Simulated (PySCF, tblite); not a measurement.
**C₆H₅N₂O radical: geometry, infrared bands and EPR parameters**

Aim: predict the infrared bands and EPR parameters of C₆H₅N₂O radical (`N#C[CH][C@@H](C=O)CC#N`).

Programs: tblite 0.8.0 and PySCF 2.14.0, with density-fitted response routines of our own. Each step states its level of theory. These are calculated values for one molecule in the gas phase, unless marked as measured. Atoms are numbered from 0 throughout.

## 1. The starting structure

14 atoms, charge 0, multiplicity 2; geometry from: force field or distance geometry start.

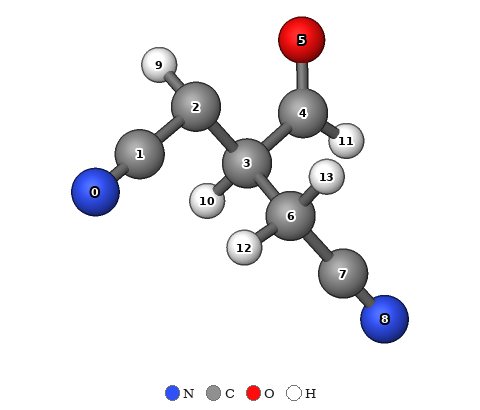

The starting geometry (nitrogen blue, carbon grey, oxygen red, hydrogen white), atoms numbered.

## 2. Geometry optimisation with GFN2-xTB

The job: settings as JSON, then the geometry in Å.

```
{"job": {"kind": "relax", "xc": "GFN2-xTB", "basis": "xTB"}, "charge": 0, "multiplicity": 2}
N     -1.871200    -2.640400    -0.498500
C     -1.709600    -1.537900    -0.160300
C     -1.498700    -0.163700     0.282100
C     -0.176100     0.323700    -0.261700
C      0.001500     1.720700     0.201400
O     -0.842500     2.293300     0.863800
C      0.864900    -0.606300     0.309300
C      2.206300    -0.214400    -0.149800
N      3.265400     0.079400    -0.504700
H     -2.366300     0.433800    -0.084900
H     -0.188100     0.231000    -1.357500
H      0.892100     2.286200    -0.065700
H      0.612900    -1.635000    -0.021100
H      0.808800    -0.570900     1.425300
```

Run with:

```sh
$ OMP_NUM_THREADS=1 python probes_run.py task.json out
```

This one command runs all jobs of the session in turn.

Log:

```text
step      E/eV     max force
  0    -683.04475    4.310
  1    -683.33940    3.756
  2    -683.38200    5.583
  3    -683.58579    2.235
  4    -683.65614    1.094
  5    -683.71263    0.872
  6    -683.74609    2.424
  7    -683.80886    0.624
  8    -683.83328    0.690
  9    -683.88799    0.506
 10    -683.89947    0.294
 11    -683.90900    0.244
 12    -683.91516    0.254
 13    -683.92008    0.153
 14    -683.92325    0.141
 15    -683.92656    0.156
 16    -683.93036    0.213
 17    -683.93466    0.216
 18    -683.93844    0.175
 19    -683.94126    0.142
 20    -683.94306    0.116
 21    -683.94415    0.091
 22    -683.94497    0.078
 23    -683.94563    0.076
 24    -683.94621    0.069
 25    -683.94686    0.077
 26    -683.94768    0.091
 27    -683.94870    0.093
 28    -683.94978    0.092
 29    -683.95071    0.083
 30    -683.95146    0.079
 31    -683.95214    0.058
 32    -683.95282    0.075
 33    -683.95347    0.073
 34    -683.95408    0.070
 35    -683.95474    0.087
 36    -683.95548    0.079
 37    -683.95628    0.090
 38    -683.95712    0.094
 39    -683.95807    0.092
 40    -683.95901    0.100
 41    -683.95975    0.071
 42    -683.96018    0.100
 43    -683.96067    0.056
 44    -683.96133    0.080
 45    -683.96202    0.092
 46    -683.96248    0.074
 47    -683.96280    0.051
 48    -683.96307    0.064
 49    -683.96340    0.087
 50    -683.96381    0.091
 51    -683.96426    0.064
 52    -683.96463    0.089
 53    -683.96504    0.064
 54    -683.96549    0.057
 55    -683.96615    0.055
 56    -683.96662    0.062
 57    -683.96711    0.053
 58    -683.96750    0.066
 59    -683.96785    0.053
 60    -683.96811    0.042
 61    -683.96830    0.036
 62    -683.96847    0.041
 63    -683.96865    0.044
 64    -683.96886    0.078
 65    -683.96905    0.060
 66    -683.96931    0.055
 67    -683.96961    0.047
 68    -683.96987    0.053
 69    -683.97032    0.065
 70    -683.97091    0.100
 71    -683.97151    0.091
 72    -683.97187    0.050
 73    -683.97203    0.100
 74    -683.97224    0.037
 75    -683.97245    0.044
 76    -683.97273    0.075
 77    -683.97307    0.113
 78    -683.97364    0.085
 79    -683.97436    0.124
 80    -683.97536    0.134
 81    -683.97651    0.106
 82    -683.97799    0.131
 83    -683.97856    0.131
 84    -683.98004    0.133
 85    -683.98106    0.107
 86    -683.98210    0.092
 87    -683.98247    0.111
 88    -683.98280    0.071
 89    -683.98313    0.070
 90    -683.98354    0.086
 91    -683.98433    0.135
 92    -683.98587    0.147
 93    -683.98736    0.311
 94    -683.98759    0.417
 95    -683.98948    0.085
 96    -683.99022    0.107
 97    -683.99144    0.075
 98    -683.99203    0.108
 99    -683.99293    0.089
100    -683.99331    0.092
101    -683.99356    0.078
102    -683.99370    0.066
103    -683.99384    0.058
104    -683.99393    0.081
105    -683.99400    0.045
106    -683.99409    0.053
107    -683.99419    0.077
108    -683.99430    0.021
109    -683.99435    0.025
110    -683.99438    0.022
111    -683.99441    0.019
112    -683.99444    0.020
113    -683.99446    0.018
114    -683.99448    0.016
115    -683.99449    0.013
116    -683.99450    0.012
117    -683.99452    0.016
118    -683.99455    0.018
119    -683.99458    0.017
120    -683.99464    0.026
121    -683.99469    0.023
122    -683.99474    0.043
123    -683.99479    0.043
124    -683.99489    0.038
125    -683.99501    0.104
126    -683.99530    0.060
127    -683.99541    0.227
128    -683.99612    0.090
129    -683.99666    0.211
130    -683.99751    0.219
131    -684.00111    0.548
132    -683.97813    0.851
133    -683.98112    1.557
134    -683.83938    2.884
135    -683.89842    2.189
136    -683.98895    1.208
137    -684.00814    1.115
138    -684.00421    0.980
139    -684.02169    0.354
140    -684.02100    0.478
141    -684.02605    0.184
142    -684.02804    0.261
143    -684.03224    0.356
144    -684.03571    0.522
145    -684.04062    0.131
146    -684.04288    0.142
147    -684.04342    0.289
148    -684.04501    0.057
149    -684.04532    0.073
150    -684.04567    0.095
151    -684.04597    0.042
152    -684.04621    0.065
153    -684.04651    0.085
154    -684.04698    0.127
155    -684.04778    0.159
156    -684.04909    0.174
157    -684.05084    0.149
158    -684.05288    0.110
159    -684.05456    0.092
160    -684.05532    0.437
161    -684.05655    0.189
162    -684.05719    0.064
163    -684.05778    0.072
164    -684.05832    0.096
165    -684.05923    0.136
166    -684.05998    0.133
167    -684.06068    0.106
168    -684.06134    0.089
169    -684.06189    0.084
170    -684.06241    0.147
171    -684.06272    0.103
172    -684.06320    0.081
173    -684.06350    0.077
174    -684.06392    0.064
175    -684.06424    0.059
176    -684.06472    0.098
177    -684.06505    0.047
178    -684.06526    0.051
179    -684.06532    0.016
180    -684.06536    0.025
181    -684.06538    0.016
182    -684.06540    0.013
183    -684.06543    0.015
184    -684.06545    0.010
185    -684.06546    0.008
```

Wall time 0.94 s (1 thread of Arm Neoverse V2, shared host).

Along the way: (not every step is listed)

```
step  energy from step 0 (eV)  largest force (eV/Å)
   0                   0.0000                4.3101
   1                  -0.2946                3.7563
   2                  -0.3372                5.5833
   3                  -0.5410                2.2353
   4                  -0.6114                1.0943
   5                  -0.6679                0.8719
   6                  -0.7013                2.4241
   7                  -0.7641                0.6243
   8                  -0.7885                0.6905
  25                  -0.9021                0.0766
  42                  -0.9154                0.1000
  59                  -0.9231                0.0528
  76                  -0.9280                0.0750
  93                  -0.9426                0.3106
 110                  -0.9496                0.0216
 127                  -0.9507                0.2272
 144                  -0.9910                0.5216
 161                  -1.0118                0.1892
 178                  -1.0205                0.0507
 180                  -1.0206                0.0249
 181                  -1.0206                0.0158
 182                  -1.0206                0.0128
 183                  -1.0207                0.0153
 184                  -1.0207                0.0096
 185                  -1.0207                0.0081
```

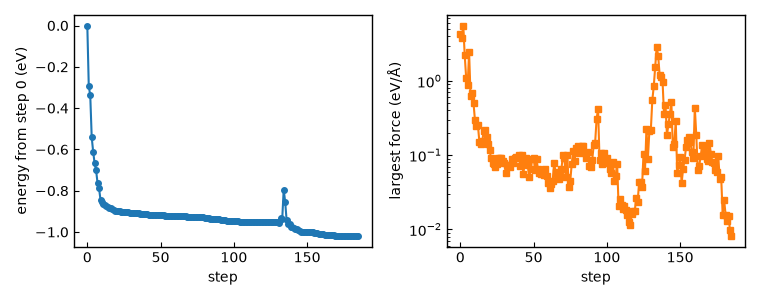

Energy and force, step by step.

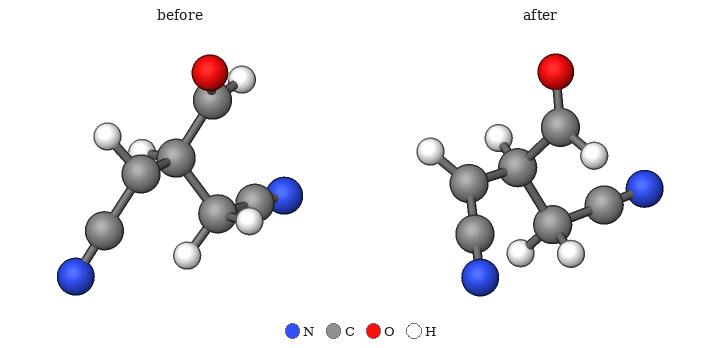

Before and after, at one scale.

Distances of close pairs at the start and the end, largest changes first:

```
  bond  before (Å)  after (Å)  change (Å)
 C1–C2       1.459      1.369      -0.090
 C3–C4       1.482      1.538      +0.056
 C2–H9       1.116      1.079      -0.037
 C2–C3       1.511      1.478      -0.033
 C6–C7       1.471      1.443      -0.028
 C3–C6       1.508      1.533      +0.025
 C4–O5       1.216      1.192      -0.024
C6–H13       1.118      1.094      -0.024
```

The end geometry stands in the next job.

## 3. Infrared spectrum with GFN2-xTB

The job: settings as JSON, then the geometry in Å.

```
{"job": {"kind": "ir", "xc": "GFN2-xTB", "basis": "xTB"}, "charge": 0, "multiplicity": 2}
N     -1.963996    -2.086669     1.294992
C     -1.758116    -1.232696     0.539142
C     -1.491070    -0.240237    -0.364782
C     -0.135680     0.326897    -0.521482
C     -0.207258     1.406705     0.571562
O     -0.563956     2.528466     0.380849
C      0.996133    -0.671348    -0.253431
C      2.277141    -0.007249    -0.266291
N      3.284132     0.530840    -0.282588
H     -2.316277     0.213783    -0.890660
H     -0.020842     0.819431    -1.490916
H      0.046291     1.015270     1.571260
H      0.995663    -1.445519    -1.026698
H      0.857156    -1.158148     0.716876
```

Log:

```text
mode    cm-1     km/mol
  1      48.0     16.69
  2      58.4      4.67
  3      81.6      3.92
  4     125.3     13.93
  5     168.2      3.40
  6     227.9     15.02
  7     303.8      4.09
  8     349.8      2.69
  9     381.5      3.27
 10     397.9      3.41
 11     463.8     14.43
 12     563.3      4.80
 13     611.0     36.44
 14     636.0     10.74
 15     833.3     36.38
 16     891.2      6.23
 17     944.2      3.67
 18     977.1     25.27
 19     999.9      7.49
 20    1053.7      9.42
 21    1121.2      5.22
 22    1147.4      2.25
 23    1176.6     17.48
 24    1251.0      4.70
 25    1309.4     12.31
 26    1324.6      6.98
 27    1346.3      7.78
 28    1420.0     12.08
 29    1784.9    469.82
 30    2233.1     87.83
 31    2419.2    171.99
 32    2804.8     55.26
 33    2956.5      1.20
 34    2966.5      7.78
 35    2971.8      6.01
 36    3091.4      0.82
```

Wall time 0.35 s (1 thread of Arm Neoverse V2, shared host).

The strongest bands and the atoms that carry them (share of the mass-weighted mode):

```
cm⁻¹  km/mol                                 atoms
 611    36.4             H9 43 %, C2 33 %, C1 13 %
 833    36.4  C4 23 %, H12 22 %, C6 20 %, H13 10 %
 977    25.3   C3 30 %, C4 20 %, C6 14 %, H12 13 %
1177    17.5           H10 53 %, C3 21 %, H13 12 %
1785   469.8                      C4 57 %, O5 41 %
2233    87.8                      C1 61 %, N0 38 %
2419   172.0                      C7 60 %, N8 39 %
2805    55.3                              H11 93 %
```

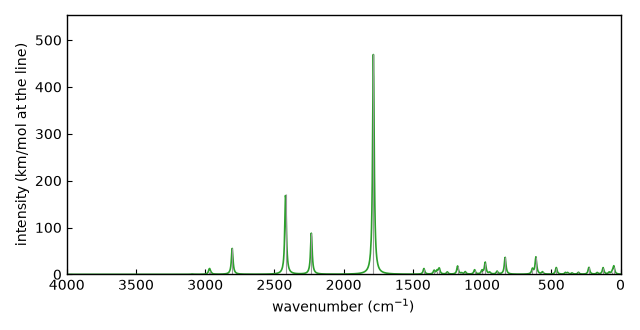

The infrared spectrum from these modes, unscaled. Lines are broadened to a width of 14 cm⁻¹ (Lorentzian).

## 4. g tensor and hyperfine couplings: B3LYP/pcH-1

Settings changed since step 3:

```diff
@@ -1,2 +1,2 @@
-{"job": {"kind": "ir", "xc": "GFN2-xTB", "basis": "xTB"}, "charge": 0, "multiplicity": 2}
+{"job": {"kind": "epr", "basis": "pcH-1"}, "charge": 0, "multiplicity": 2}
 N     -1.963996    -2.086669     1.294992
```

With the program's defaults for keys left out, this is: UKS B3LYP, pcH-1 on C H N O, non-relativistic, mean-field spin-orbit, GIAO.

Log:

```text
UKS, coarse grid
  cycle   1  E = -416.09113034  |g| = 6.97e-01
  cycle   2  E = -414.54885011  |g| = 1.96e+00
  cycle   3  E = -416.27341054  |g| = 2.11e-01
  cycle   4  E = -416.28950681  |g| = 1.52e-01
  cycle   5  E = -416.29753041  |g| = 6.92e-02
  cycle   6  E = -416.29957731  |g| = 1.80e-02
  cycle   7  E = -416.29977083  |g| = 6.28e-03
  cycle   8  E = -416.29981341  |g| = 4.19e-03
  cycle   9  E = -416.29982301  |g| = 3.68e-03
  cycle  10  E = -416.29983029  |g| = 8.14e-04
UKS, final grid
  cycle   1  E = -416.29989727  |g| = 1.22e-03
  cycle   2  E = -416.29989527  |g| = 2.65e-03
  cycle   3  E = -416.29989805  |g| = 3.54e-04
  cycle   4  E = -416.29989812  |g| = 1.49e-04
  cycle   5  E = -416.29989816  |g| = 1.94e-04
  cycle   6  E = -416.29989819  |g| = 2.52e-05
  cycle   7  E = -416.29989819  |g| = 1.65e-05
E = -416.29989819 Eh   <S^2> = 0.7665 (exact 0.7500)
g shifts (ppm)      1          2          3
  rmc          -190       -190       -190
  gc              3         37         31
  oz_so         274       1576       2663
  total          87       1423       2503
hyperfine (MHz)  atom isotope    a_iso     a_fc   dipolar eigenvalues
    0   14N       9.05       9.05    -18.63    -14.34     32.96
    1   13C     -56.15     -56.15    -19.67     -1.77     21.45
    2   13C      66.53      66.53    -61.89    -61.21    123.10
    3   13C     -21.13     -21.13     -3.37     -1.11      4.48
    4   13C      54.83      54.83     -9.19     -3.28     12.46
    5   17O      -5.21      -5.21    -32.41     12.48     19.93
    6   13C      15.02      15.02     -2.02     -1.45      3.47
    7   13C      -1.33      -1.33     -0.45     -0.16      0.60
    8   14N      -0.01      -0.01     -0.18      0.00      0.18
    9    1H     -52.65     -52.65    -28.26     -1.16     29.42
   10    1H      28.29      28.29     -3.68     -2.70      6.39
   11    1H      11.27      11.27     -3.37     -1.90      5.27
   12    1H       0.43       0.43     -2.45     -1.74      4.19
   13    1H      -1.47      -1.47     -2.62     -1.04      3.67
```

It took 89 s on 1 thread of Arm Neoverse V2, shared host; peak memory 1.1 GiB.

Principal g values 2.00241, 2.00374, 2.00482; g(iso) = 2.00366, against 2.00232 for a free electron.

Hyperfine couplings, nucleus by nucleus at this fixed geometry (no averaging over rotations):

```
nuclei  isotope  a(iso) (MHz)  a(iso) (G, at g = 2.0023)  largest dipolar term (MHz)
    C2      13C          66.5                       23.7                       123.1
    C1      13C         -56.2                      -20.0                        21.4
    C4      13C          54.8                       19.6                        12.5
    H9       1H         -52.6                      -18.8                        29.4
   H10       1H          28.3                       10.1                         6.4
    C3      13C         -21.1                       -7.5                         4.5
    C6      13C          15.0                        5.4                         3.5
   H11       1H          11.3                        4.0                         5.3
    N0      14N           9.0                        3.2                        33.0
    O5      17O          -5.2                       -1.9                       -32.4
   H13       1H          -1.5                       -0.5                         3.7
    C7      13C          -1.3                       -0.5                         0.6
   H12       1H           0.4                        0.2                         4.2
    N8      14N           0.0                        0.0                        -0.2
```

Mulliken spin populations:

N0 0.39; C1 -0.20; C2 0.78; C3 -0.05; C4 0.01; O5 0.08; C6 0.01; C7 0.00; N8 0.00; H9 -0.03; H10 0.01; H11 0.01; H12 0.00; H13 0.00

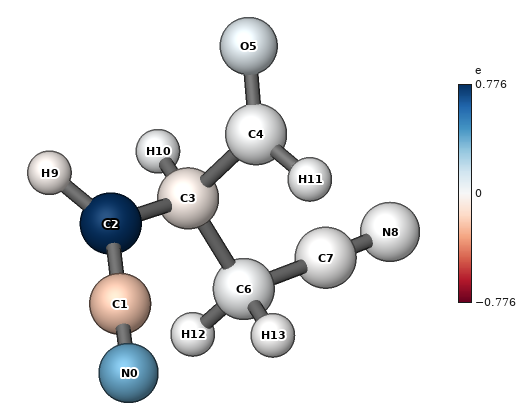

Mulliken spin populations, as colours on the atoms.

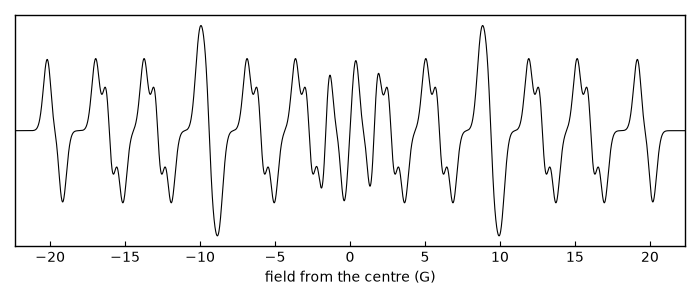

First-order isotropic spectrum (first derivative, main isotopes with spin only, couplings over 0.8 MHz, Gaussian width 0.3 G; couplings of the frozen geometry, rotation of groups not averaged beyond the rows shown).

Orbitals, density, ELF and potential are computed afterwards from the orbital file.

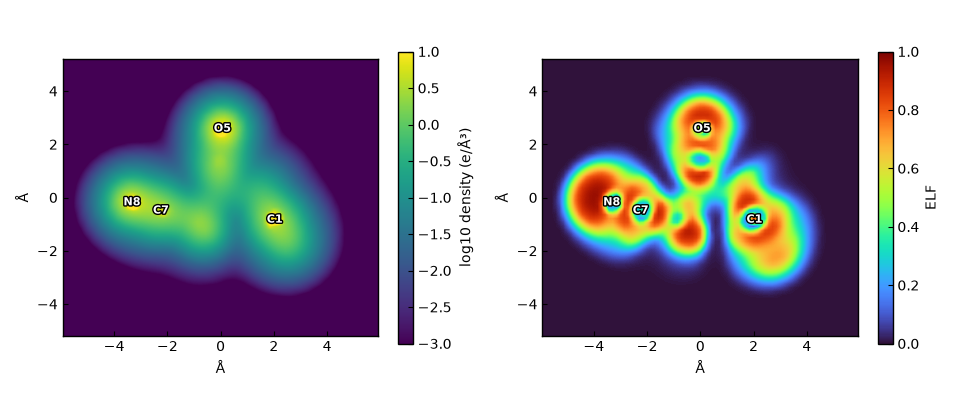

Density (left) and ELF (right) in a plane through or near 4 of the atoms.

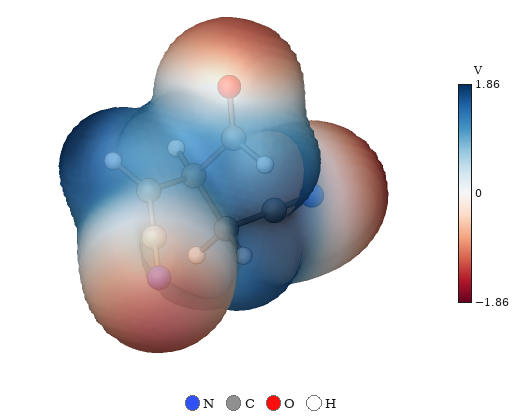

The potential that a unit positive charge feels on the 0.002 e/bohr³ surface, from -1.51 V near N8 to 1.86 V near H9.

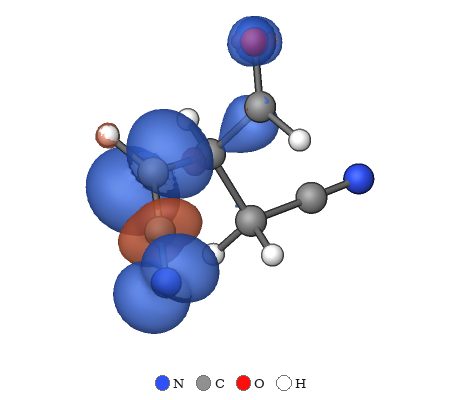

Spin density at ±0.03 e/Å³ (alpha excess blue, beta excess red).

## 5. Outcome

| quantity | value |
| --- | --- |
| strongest single infrared mode (GFN2-xTB) | 1785 cm⁻¹, 470 km/mol |
| zero-point energy (GFN2-xTB) | 59.2 kcal/mol |
| g(iso) (B3LYP) | 2.00366 |
| ⟨S²⟩ | 0.766 (exact 0.75) |
| largest a(iso) | 13C on C2, 66.5 MHz |
| potential on the surface of density 0.002 e/bohr³, 1st and 99th percentile | -1.51 V and 1.86 V |

What this shows: Over 185 steps the energy fell by 1.021 eV; of the close pairs, C1–C2 changed most, 1.459 to 1.369 Å. No mode is imaginary among the 36: a minimum at this level. The strongest single mode, at 1785 cm⁻¹, moves mainly C4 and O5. GFN2-xTB is a fitted tight-binding method: band positions and strengths are rough. Its intensities can rank the bands wrongly. The largest share of the spin, 0.78 e, sits on C2. The isotropic g lies 1.3 ppt above the free-electron value. These values are for one conformer; the search (at its own cheap level) found 2 more, at 0.00, 2.53 kcal/mol (those within 0.05 may be mirror or relabelled copies), and measured spectra average over such forms.
